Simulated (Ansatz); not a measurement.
# One shape, several levels: H3O+ (oxonium)

We compute a comparison of 6 runs (PBE0/3-21G, r2SCAN/6-31G, r2SCAN0/3-21G, revPBE/3-21G, UMP2/6-31G, CCSD/3-21G) of H3O+ (oxonium). 

The results are computed with Ansatz 0.2.0.

## (1) Starting point

H3O+: 4 atoms, total charge +1, spin state singlet. As SMILES, `[OH3+]`. The H4–O1 distance was set to 1.967 Å, away from the relaxed value. At this shape a bond of the SMILES string is far longer than usual.

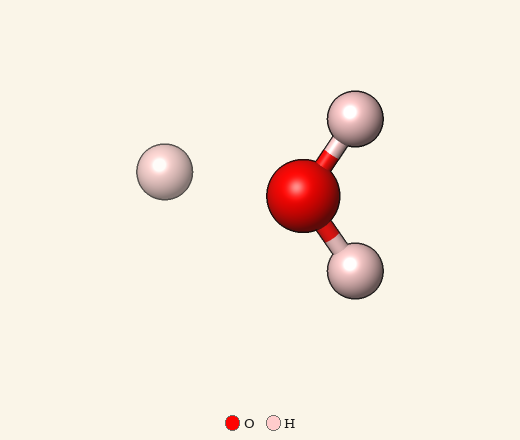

The structure, seen from a chosen angle (oxygen red, hydrogen pink).

## (2) A single-point energy at PBE0/3-21G (run 1)

Input file in.yaml:

```yaml
crystal:
  periodic: [false, false, false]
  atoms:
    - symbol: O
      position_ang: [0.388965, 0.369749, -0.919897]
    - symbol: H
      position_ang: [0.407145, 1.350209, -0.846527]
    - symbol: H
      position_ang: [-0.220495, 0.064149, -1.628677]
    - symbol: H
      position_ang: [0.003130, -0.491800, 0.806120]
basis:
  gaussian: {orbitals: 3-21G.json}
total_charge: 1
hamiltonian: {xc: {name: PBE0}}
accuracy: high
```

The basis set 3-21G is read from a file made from the Basis Set Exchange's data (not shown).

The run is started by

```
ansatz run in.yaml --threads 1 --pin off --max-ram 2610MiB --events-out events.jsonl --progress --plain --runs-dir runs
```

The program printed:

```text
Warning: RAYON_NUM_THREADS=1 ignored (pool sized by the plan → 1); use --threads N
Functional definition: PBE0
  name "PBE0"
  parameter a = 0.25
  parameter kappa = 0.804
  parameter beta = 0.06672455060314922
  exchange = (1 - a)*pbe_x(kappa = kappa, mu = beta*pi^2/3) + a*exact_x
  correlation = pbe_c(beta = beta)
228 factors; integrals over basis functions are off by at most 3.3e-9 eV
mean field evaluation 1: about -2054.7812 eV, gradient 9.3e1 eV
mean field evaluation 2: about -2013.7985 eV, gradient 1.3e2 eV
mean field evaluation 4: about -2068.6874 eV, gradient 1.4e1 eV
mean field evaluation 8: about -2069.0873 eV, gradient 7.6e-1 eV
mean field evaluation 16: about -2069.0888 eV, gradient 1.1e-6 eV
mean field -2069.08875245 eV, -76.0376091739 hartree, gradient 5.1e-9 eV, S^2 0.000000; 0 other end points of the search recorded, 0 dependent functions left out
reference -2069.08875364 eV, -76.0376092174 hartree; 5, 5 occupied and 10, 10 virtual orbitals, 228 factors
Total energy: -2069.08875364 eV, -76.0376092174 hartree
```

It took 0.2 s on 1 thread of AMD EPYC 9R45 (Zen 5), shared host.

## (3) A single-point energy at r2SCAN/6-31G (run 2)

Input file in.yaml:

```yaml
crystal:
  periodic: [false, false, false]
  atoms:
    - {symbol: O, position_ang: [0.388965, 0.369749, -0.919897]}
    - {symbol: H, position_ang: [0.407145, 1.350209, -0.846527]}
    - {symbol: H, position_ang: [-0.220495, 0.064149, -1.628677]}
    - {symbol: H, position_ang: [0.003130, -0.491800, 0.806120]}
basis:
  gaussian: {orbitals: 6-31G}
total_charge: 1
hamiltonian: {xc: {name: r2SCAN}}
accuracy: high
```

The run is started by

```
ansatz run in.yaml --threads 1 --pin off --max-ram 2610MiB --events-out events.jsonl --progress --plain --runs-dir runs
```

The program printed:

```text
Warning: RAYON_NUM_THREADS=1 ignored (pool sized by the plan → 1); use --threads N
Functional definition: r2SCAN
  name "r2SCAN"
  parameter k0 = 0.174
  parameter k1 = 0.065
  parameter a1 = 4.9479
  exchange = r2scan_x(k0 = k0, k1 = k1, a1 = a1)
  correlation = r2scan_c
283 factors; integrals over basis functions are off by at most 7.0e-9 eV
mean field evaluation 1: about -2061.7474 eV, gradient 1.0e2 eV
mean field evaluation 2: about -2005.6445 eV, gradient 1.5e2 eV
mean field evaluation 4: about -2080.0569 eV, gradient 2.1e1 eV
mean field evaluation 8: about -2081.1226 eV, gradient 1.8e-1 eV
mean field evaluation 16: about -2081.1140 eV, gradient 1.8e-6 eV
mean field -2081.11402098 eV, -76.4795296413 hartree, gradient 1.6e-8 eV, S^2 0.000000; 0 other end points of the search recorded, 0 dependent functions left out
reference -2081.11402133 eV, -76.4795296540 hartree; 5, 5 occupied and 10, 10 virtual orbitals, 283 factors
Total energy: -2081.11402133 eV, -76.4795296540 hartree
```

Run time: 0.38 s. Hardware: 1 thread of AMD EPYC 9R45 (Zen 5), shared host.

Run 3 isn't shown in full; the table further down has it.

## (4) A single-point energy at revPBE/3-21G (run 4)

Input file input.yaml:

```yaml
crystal:
  periodic: [false, false, false]
  atoms:
    - symbol: O
      position_ang: [0.388965, 0.369749, -0.919897]
    - symbol: H
      position_ang: [0.407145, 1.350209, -0.846527]
    - symbol: H
      position_ang: [-0.220495, 0.064149, -1.628677]
    - symbol: H
      position_ang: [0.003130, -0.491800, 0.806120]
basis:
  gaussian:
    orbitals: 3-21G.json
total_charge: 1
hamiltonian:
  xc: {name: revPBE}
accuracy: high
```

The basis set 3-21G is read from a file made from the Basis Set Exchange's data (not shown).

The run is started by

```
ansatz run input.yaml --threads 1 --pin off --max-ram 2610MiB --events-out events.jsonl --progress --plain --runs-dir runs
```

The program printed:

```text
Warning: RAYON_NUM_THREADS=1 ignored (pool sized by the plan → 1); use --threads N
Functional definition: revPBE
  name "revPBE"
  parameter kappa = 1.245
  parameter beta = 0.06672455060314922
  exchange = pbe_x(kappa = kappa, mu = beta*pi^2/3)
  correlation = pbe_c(beta = beta)
228 factors; integrals over basis functions are off by at most 3.3e-9 eV
mean field evaluation 1: about -2052.8322 eV, gradient 1.0e2 eV
mean field evaluation 2: about -1993.2065 eV, gradient 1.5e2 eV
mean field evaluation 4: about -2059.0246 eV, gradient 5.9e1 eV
mean field evaluation 8: about -2071.0300 eV, gradient 3.6e-1 eV
mean field evaluation 16: about -2071.0207 eV, gradient 7.9e-5 eV
mean field -2071.02073749 eV, -76.1086083146 hartree, gradient 1.6e-8 eV, S^2 0.000000; 0 other end points of the search recorded, 0 dependent functions left out
reference -2071.02073948 eV, -76.1086083876 hartree; 5, 5 occupied and 10, 10 virtual orbitals, 228 factors
Total energy: -2071.02073948 eV, -76.1086083876 hartree
```

Run time: 0.2 s. Hardware: 1 thread of AMD EPYC 9R45 (Zen 5), shared host.

Run 5 isn't shown in full; the table further down has it.

## (5) The energy at CCSD/3-21G (run 6)

Input file run.yaml:

```yaml
basis:
  gaussian:
    orbitals: 3-21G.json
crystal:
  periodic: [false, false, false]
  atoms:
    - {symbol: O, position_ang: [0.388965, 0.369749, -0.919897]}
    - {symbol: H, position_ang: [0.407145, 1.350209, -0.846527]}
    - {symbol: H, position_ang: [-0.220495, 0.064149, -1.628677]}
    - {symbol: H, position_ang: [0.003130, -0.491800, 0.806120]}
total_charge: 1
correlation:
  method: ccsd
  frozen_orbitals: {H: 0, O: 1}
accuracy: high
scf:
  omitted_lower_state_checks: [cluster_reference, increment]
```

The basis set 3-21G is read from a file made from the Basis Set Exchange's data (not shown).

The run is started by

```
ansatz run run.yaml --threads 1 --pin off --max-ram 2610MiB --events-out events.jsonl --progress --plain --runs-dir runs
```

The program printed, cut to the lines that bear on the results:

```text
Warning: RAYON_NUM_THREADS=1 ignored (pool sized by the plan → 1); use --threads N
Functional definition: HF
  name "HF"
[...]
228 factors; integrals over basis functions are off by at most 3.3e-9 eV
[...]
mean field -2059.99383312 eV, -75.7033770531 hartree, gradient 3.6e-8 eV, S^2 0.000000; 0 other end points of the search recorded, 0 dependent functions left out; unrestricted orbitals would lower it
1 core orbitals not correlated: weight in the atoms' cores, before any rotation towards them, 1.000 or more for the frozen orbitals, at most 0.000 for the correlated occupied ones
reference -2059.99383312 eV, -75.7033770531 hartree; 4, 4 occupied and 10, 10 virtual orbitals, 228 factors
second order -3.97822367 eV of doubles, -0.00000000 eV of singles
cycle   1  -3.87947667 eV  change    9.9e-2 eV  update   1.1e-1
[...]
cycle  25  -4.29127538 eV  change   2.1e-10 eV  update  6.3e-10
Total energy: -2064.28510850 eV, -75.8610785146 hartree
Checks for a lower state left out: cluster_reference, increment
```

Run time: 0.06 s. Hardware: 1 thread of AMD EPYC 9R45 (Zen 5), shared host.

## (6) The series

| run | level | frozen core orbitals | energy (Eh) | wall time |
| --- | --- | --- | --- | --- |
| 1 | PBE0/3-21G | – | -76.037609 | 0.2 s |
| 2 | r2SCAN/6-31G | – | -76.479530 | 0.38 s |
| 3 | r2SCAN0/3-21G | – | -76.064224 | 0.38 s |
| 4 | revPBE/3-21G | – | -76.108608 | 0.2 s |
| 5 | UMP2/6-31G | 1 | -76.219394 | 0.06 s |
| 6 | CCSD/3-21G | 1 | -75.861079 | 0.06 s |

## (7) Results

| quantity | value |
| --- | --- |
| run 6: total energy | -75.86108 Eh |
| run 6: correlation energy (1 core orbital frozen) | -157.7 mEh |
| run 6: T1 diagnostic | 0.058 |

What this shows: Totals of different functionals can't be ranked against each other. In run 6 the T1 diagnostic is large, so a single reference may not serve. In run 6 the log says that unrestricted orbitals would lower the reference, so the values rest on an unstable closed-shell determinant (other closed-shell runs at this shape may share the fault). Spin contamination of the reference: run 5 ⟨S²⟩ = 0.59. All runs together took 1.3 s, the longest 0.38 s.
